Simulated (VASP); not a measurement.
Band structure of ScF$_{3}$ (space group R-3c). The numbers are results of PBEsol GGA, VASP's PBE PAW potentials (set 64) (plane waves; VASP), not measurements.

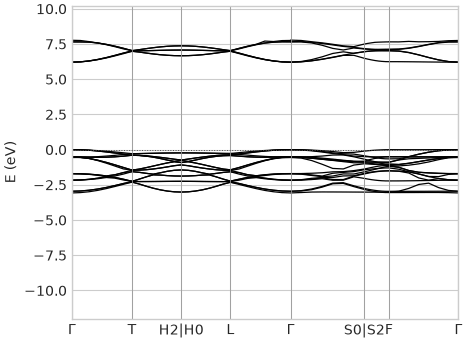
Figure: Bands along high-symmetry lines, zero at the valence-band maximum or, without a gap, the Fermi level

Question: Read the plot: is there a gap, and where are the band edges?

Answer: The gap is direct, 6.21 eV, from the valence maximum at Γ to the conduction minimum at Γ.

The structure comes from a computed database's ScF3 entry; how it stands against other phases isn't given here. The cell was not relaxed at this level.
